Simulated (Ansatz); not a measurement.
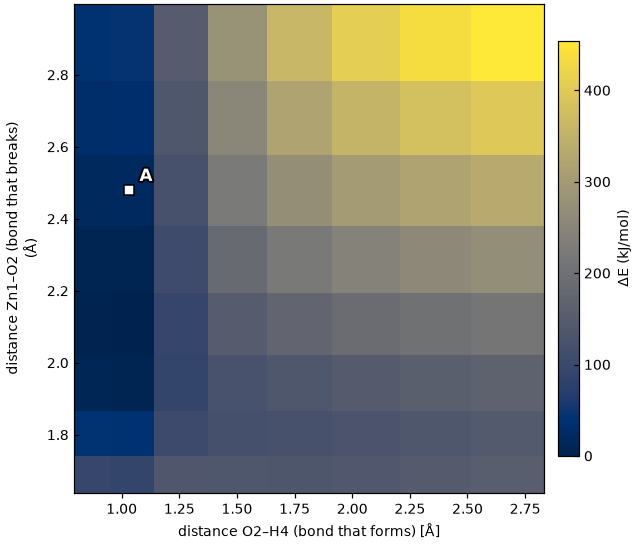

The reacting system ClH₃O₂Zn (fragments H₂O₂Zn + ClH where the first distance is long, ClHOZn + H₂O where the second is long). 
- Coordinates scanned: (1) distance O2–H4 (bond that forms); (2) distance Zn1–O2 (bond that breaks).
- Relaxed at each point: all other coordinates.
- Grid: 8 × 8 points.
- Points are written as (first, second).
- Energies are in kJ/mol, from the lowest grid point.
- Energies and slopes of some neighbouring points disagree (a jump in structure or state, or too coarse a mesh). The reference is spin-restricted, so regions where a bond is pulled apart into radicals lie too high.
- The calculation used Ansatz, RKS BHLYP-D4/def2-SVP.

Drawn: one coloured cell a grid point, the point A.

Question: Is A at rest? If not, where is it pushed?

Answer: A, at (1.031 Å, 2.480 Å), is not a stationary point. The computed force is 290 kJ/mol for each Å towards smaller values of the first coordinate and 66 kJ/mol for each Å towards smaller values of the second coordinate.
